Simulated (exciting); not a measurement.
Two BSE runs for the S K edge of WSeS, space group P-3m1. Run A: exciting, all-electron LAPW+lo, LDA, exchange and screened direct term (singlet BSE), 5×5×1 shifted k points, 51 conduction bands, |G+q| up to 3 bohr⁻¹, full RPA screening with nempty = 85, Lorentzian half width 0.45 eV. Run B has a fault in its input.

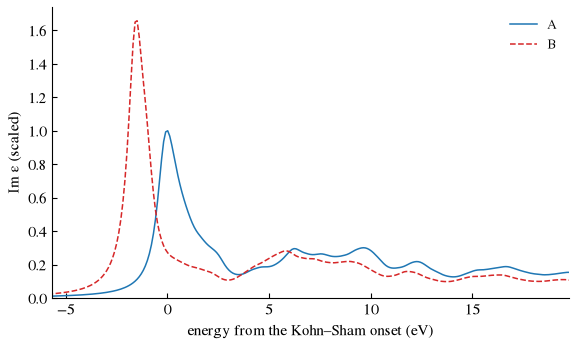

Energy from the Kohn–Sham onset, core level to the lowest empty state found on the meshes used; one zero for both, scaled to A's maximum.

Question: What most likely went wrong in run B?

Far too few empty states in the screening (empty states in the screening from 85 to 3). The spectrum differs from run A by 110 % r.m.s. Moving the earlier curve by -1.6 eV leaves 41 %. The highest maximum lies at -1.5 eV (1.66), against 0.0 eV (1.00). The first bright state moves from -0.19 to -1.58 eV. Too few states underscreen, so the attraction is too strong. Other settings could leave a like mark; this is the change that was made.

[Hosts, paths, dates, database ids (printed as entryN), source tags and the programs' standing remarks are cut or masked in the printed files.]
